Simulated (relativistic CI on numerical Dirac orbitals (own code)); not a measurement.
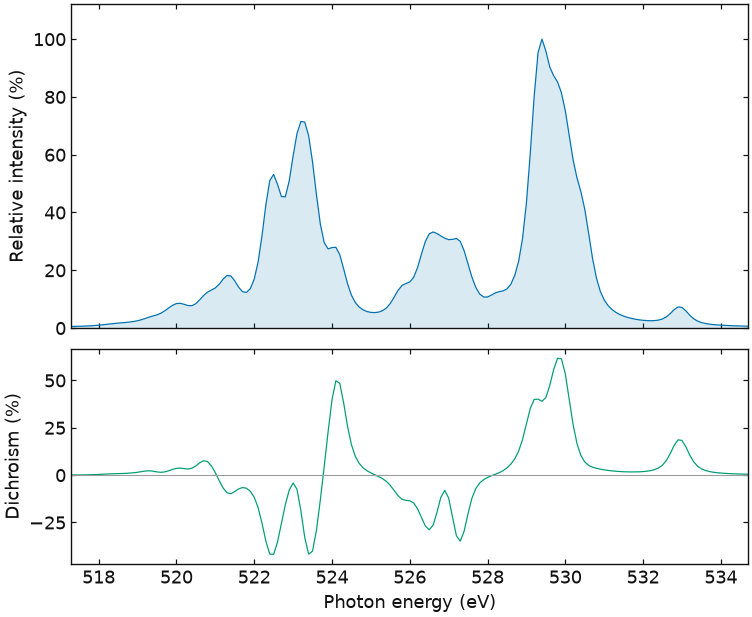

L₂,₃ X-ray absorption of V⁴⁺, [Ar] 3d, in a field of Td symmetry with 10Dq = −2,200 cm⁻¹. Multiplet model: relativistic Dirac–Coulomb–Breit theory, one configuration a step, Slater integrals scaled by 0.8, 10 K, Voigt broadening (Lorentzian 0.4 eV, Gaussian 0.3 eV full widths), computed with a radial Dirac CI code. Dichroism is for the ground state at zero temperature, magnetised by an exchange field of 10 meV on Sz.

Q: Give the peaks, the centroid and the ground-state spin.

A: The main maxima lie at 520.1 eV (9), 521.3 eV (18), 522.5 eV (53), 523.2 eV (71), 526.6 eV (33), 529.4 eV (100) and 532.9 eV (7), heights in % of the largest; the centroid is at 526.4 eV. The lower edge holds 0.99 of the intensity (branching ratio, edges parted at 532 eV), and the core spin-orbit splitting of the orbitals is 7.42 eV. The ground state has S = 0.50. The circular dichroism (Δm = −1 less Δm = +1) is largest at 529.8 eV, 62 % of the isotropic maximum; its integrals over the lower and upper edge are 0.010 and 0.014 of the sum over the three polarisations. The magnetised ground state has ⟨Lz⟩ = 0.44 and ⟨Sz⟩ = −0.49.

Note: free-ion energies, so absolute edge positions are off by a few eV from solids.
